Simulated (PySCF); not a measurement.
**C₃H₇NSi, SMILES `C1=N[SiH2]CC1`: what the electrons do**

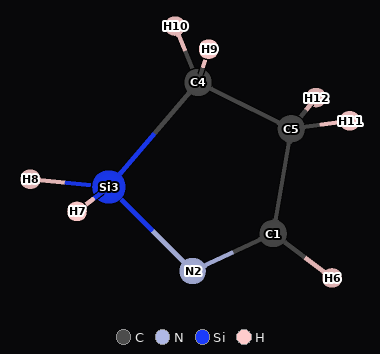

The molecule, with its atoms numbered as below. No frequency check shows the geometry to be a minimum.

Coordinates in Å:

```
C1       1.0460   -0.9795    0.0002
N2      -0.1649   -1.3243    0.0001
Si3     -1.2382    0.0549   -0.0001
C4       0.1962    1.3293    0.0002
C5       1.4622    0.4624   -0.0002
H6       1.8219   -1.7413   -0.0007
H7      -2.0420    0.0631    1.2174
H8      -2.0420    0.0631   -1.2175
H9       0.1749    1.9779    0.8731
H10      0.1749    1.9778   -0.8733
H11      2.0876    0.6437    0.8779
H12      2.0876    0.6437   -0.8779
```

Part 1: Bonding charge

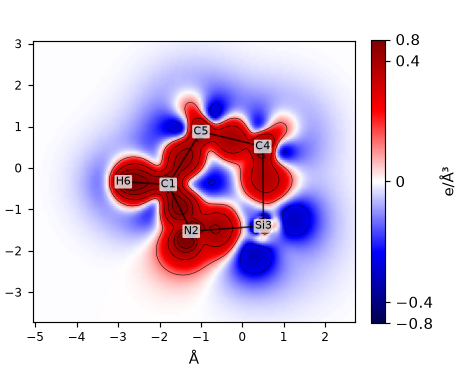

Deformation density (molecule less spherical, spin-averaged free atoms) in the plane of C1, N2, Si3, C4, C5 and H6; colour scale in e/Å³, logarithmic beyond ±0.1; red: gain, blue: loss.

PySCF calculation, LDA (SVWN)/def2-TZVP, gas phase; geometry: GFN2-xTB.

Q: Describe the bonding that the map shows.

A: C1–H6: +0.75 e/Å³ at the bond critical point (bond length 1.09 Å, Mayer order 0.9). C1–N2: +0.70 e/Å³ at the bond critical point (bond length 1.26 Å, Mayer order 2.0). C1–C5: +0.50 e/Å³ at the bond critical point (bond length 1.50 Å, Mayer order 1.0). C4–C5: +0.40 e/Å³ at the bond critical point (bond length 1.53 Å, Mayer order 1.0). Si3–C4: +0.17 e/Å³ at the bond critical point (bond length 1.92 Å, Mayer order 1.0). N2–Si3: +0.16 e/Å³ at the bond critical point (bond length 1.75 Å, Mayer order 1.1). In all, 2.7 electrons gather in the regions of gain relative to the promolecule.

Part 2: Bond critical points

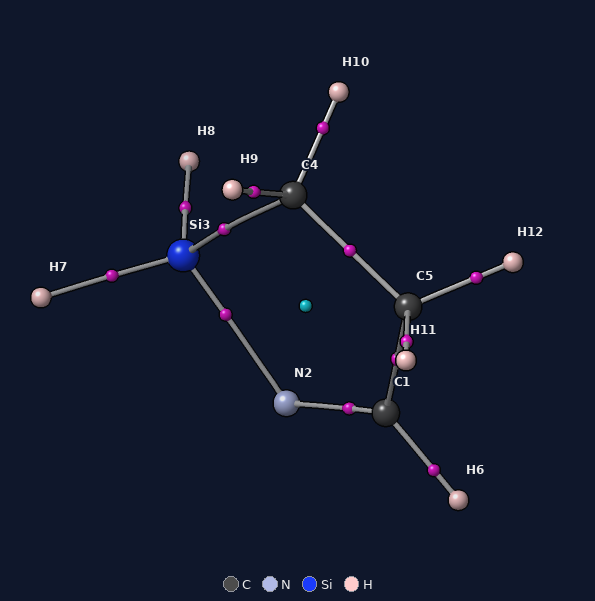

Molecular graph of the electron density (QTAIM): bond paths, bond critical points (magenta), ring points (cyan, if any); weak paths are dashed.

Q: How many critical points of each kind are there, and does the count close?

A: 12 nuclei, 12 bond, 1 ring and 0 cage critical points: 12 − 12 + 1 − 0 = 1, as the Poincaré–Hopf relation requires.

Q: What does the calculation give at each kind of bond critical point?

A:
```json
{"bond": "C1–N2", "length (Å)": "1.259", "ρ (a.u.)": "0.403", "∇²ρ (a.u.)": "−1.20", "ε": "0.13", "H (a.u.)": "−0.709"}
{"bond": "C1–H6", "length (Å)": "1.087", "ρ (a.u.)": "0.282", "∇²ρ (a.u.)": "−1.00", "ε": "0.01", "H (a.u.)": "−0.283"}
{"bond": "C4–H9 (2 alike)", "length (Å)": "1.088", "ρ (a.u.)": "0.271", "∇²ρ (a.u.)": "−0.89", "ε": "0.03", "H (a.u.)": "−0.268"}
{"bond": "C5–H12 (2 alike)", "length (Å)": "1.093", "ρ (a.u.)": "0.270", "∇²ρ (a.u.)": "−0.90", "ε": "0.02", "H (a.u.)": "−0.266"}
{"bond": "C1–C5", "length (Å)": "1.501", "ρ (a.u.)": "0.258", "∇²ρ (a.u.)": "−0.63", "ε": "0.06", "H (a.u.)": "−0.226"}
{"bond": "C4–C5", "length (Å)": "1.534", "ρ (a.u.)": "0.233", "∇²ρ (a.u.)": "−0.51", "ε": "0.03", "H (a.u.)": "−0.189"}
{"bond": "N2–Si3", "length (Å)": "1.748", "ρ (a.u.)": "0.132", "∇²ρ (a.u.)": "+0.44", "ε": "0.02", "H (a.u.)": "−0.068"}
{"bond": "Si3–H8 (2 alike)", "length (Å)": "1.459", "ρ (a.u.)": "0.127", "∇²ρ (a.u.)": "+0.12", "ε": "0.01", "H (a.u.)": "−0.084"}
{"bond": "Si3–C4", "length (Å)": "1.919", "ρ (a.u.)": "0.114", "∇²ρ (a.u.)": "+0.09", "ε": "0.02", "H (a.u.)": "−0.070"}
```

Q: What kind of interaction is C1–C5?

A: Shared-shell (covalent): ρ = 0.258, ∇²ρ = −0.63, H = −0.226 a.u.

Part 3: Electrostatic potential

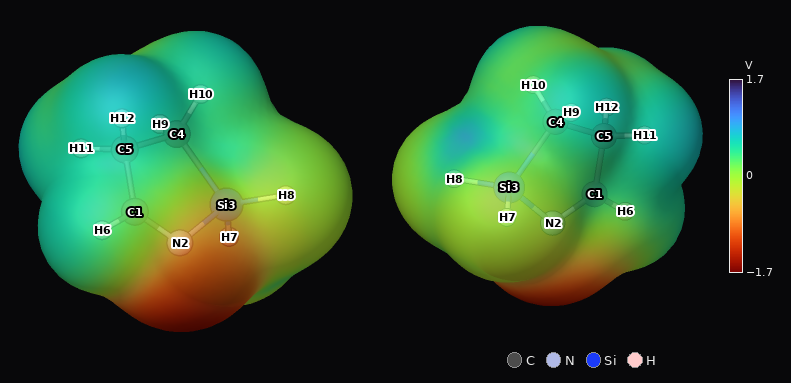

Electrostatic potential on the surface of electron density 0.001 a.u. (back view left, front view right).

Q: Where are the extremes of the potential on the surface?

A: Highest: 0.85 V, near Si3 (2.06 Å), H8 (2.17 Å) and H7 (2.19 Å). Further maxima include 0.63 V, 1.4 Å from H10, and at like points elsewhere. Lowest: −1.60 V, 2.0 Å from N2. Further minima include 0.06 V, about equally far (1.8 Å) from H9 and H10, over C4 (2.1 Å). The surface is sampled at points, so like sites can differ by a few per cent and only the strongest of them is named.

Q: What volume does the surface enclose, and what is the dipole moment?

A: About 123 Å³; the dipole moment is 2.3 D.

Part 4: In an electric field

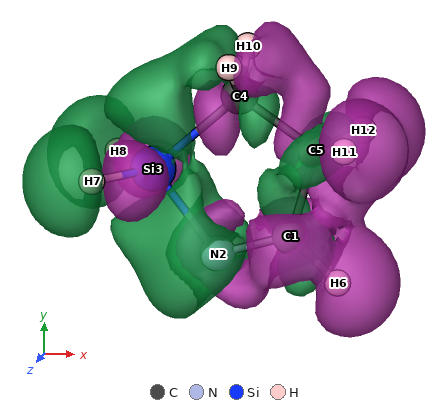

Change of the electron density in a uniform field of 0.26 V/Å, surfaces at ±0.0015 e/Å³ (green: gain, purple: loss).

Computed with PySCF, TPSS/6-311+G**, geometry: GFN2-xTB. The basis has diffuse s and p functions alone, which still leaves polarisabilities too small, most of all across bonds.

Q: Along which Cartesian direction does the field point?

A: Along +x: electrons gather on the −x side, against the field.

Q: How large is the response?

A: The induced dipole is 1.02 D (along the field); α along this axis, from the fields in both directions, is 80 bohr³ (11.8 Å³).

Q: Which atoms gain and lose the most charge?

A: Electrons gather most on Si3 (Hirshfeld charge changes by −0.017 e) and leave H6 most (+0.010 e); 0.085 electrons are displaced in all.

Part 5: Removing or adding an electron

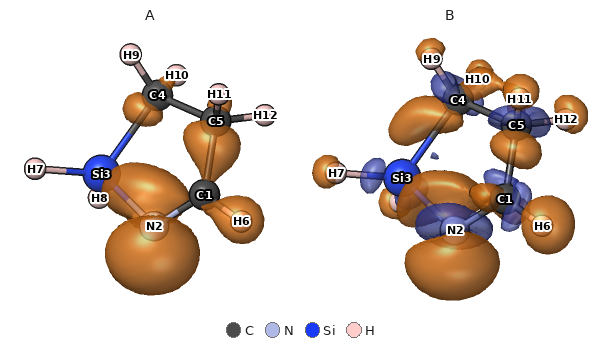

The Fukui function f⁻ from two separate SCF calculations and the density of the HOMO, at ±0.03 e/Å³ (orange positive, blue negative).

PySCF calculation, BLYP/6-311G**, gas phase; geometry: GFN2-xTB.

Q: Which panel is which, and how good is the frozen-orbital picture?

A: B is f⁻ (it has negative regions), A the HOMO density. The HOMO lies on N2 (62 %), C1 (9 %) and Si3 (9 %); f⁻ (Hirshfeld-condensed) is largest on N2 (0.28); the vertical ionisation energy is 8.76 eV (the stability of the cation's solution wasn't checked). Relaxation shifts 35 % of the electron between atoms. The orbital energy is −5.31 eV.
